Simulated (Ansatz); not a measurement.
**Fields on a plane of Ru (hcp, Mg type)**

```
Ru
1.0
    2.72203     0.00000     0.00000
   -1.36102     2.35735     0.00000
    0.00000     0.00000     4.29074
Ru
2
Direct
  0.33333   0.66667   0.75000
  0.66667   0.33333   0.25000
```

The slice is a (0001) plane (indices of the conventional cell) through the point (0.667, 0.333, 0.250) (fractional), spanned by u = [110] and v = [1 -1 0] in vectors of this cell: u (2.72 Å) and v (4.71 Å, at 90° to u). It covers one period; positions are fractions (u, v).

Atoms on it: Ru at (0.00, 0.00); Ru at (0.50, 0.50).

These are PBE (plane waves to 420 eV, PAW, scalar-relativistic; Ansatz, an electronic-structure program) values and carry that method's errors. k mesh 20×20×11. Inside the PAW spheres the values are not all-electron values, and peaks at nuclei hang on which shells count as valence. Ru is run without spin polarisation. Ru was relaxed with its symmetry unable to fall. The PAW data are Ansatz's earlier set.

```
|9999887744221100112244778899|
|8888776633110000001133667788|
|7777664422110000001122446677|
|5544332211000000000011223344|
|2222111100000000000000111122|
|0000000000000000000000000000|
|0000000011112222221111000000|
|0000001122334455443322110000|
|0000112244667777776644221100|
|0000113366778888887766331100|
|0011224477889999998877442211|
|0011225577889999998877552211|
|0011224477889999998877442211|
|0000113366778888887766331100|
|0000112244667777776644221100|
|0000001122334455443322110000|
|0000000011112222221111000000|
|0000000000000000000000000000|
|2222111100000000000000111122|
|5544332211000000000011223344|
|7777664422110000001122446677|
|8888776633110000001133667788|
|9999887744221100112244778899|
|9999887755221100112255778899|
```
Scale: ten equal steps from -0.54 (start of '0') to 1.09 (end of '9'), in the order '0123456789'. Values: log₁₀ of the valence density in e/Å³. The map has 14 points along u (two characters each, u = 0 at the left) and 24 along v (v = 0 in the bottom row). The scale is logarithmic, as a density can span decades between atoms and voids.

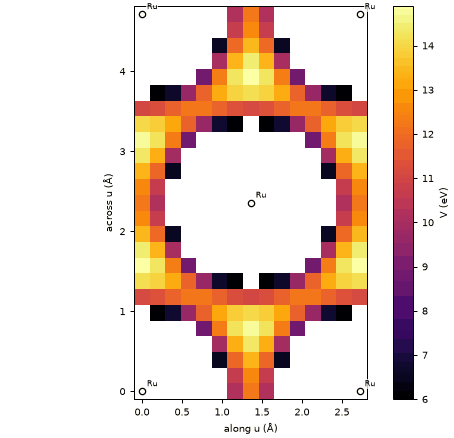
Fig. 1. Electrostatic potential energy of an electron, from the cell's mean, in eV, one period of the plane, atoms marked. Points within 1 Å of a nucleus are left white, as the pseudised field means little there. Values under 6 eV are set to 6. The zero, the cell's mean, hangs on the PAW cores.

Density on the Ru–Ru line (2.72 Å) at its midpoint: 0.38 e/Å³
ELF at that point: 0.30
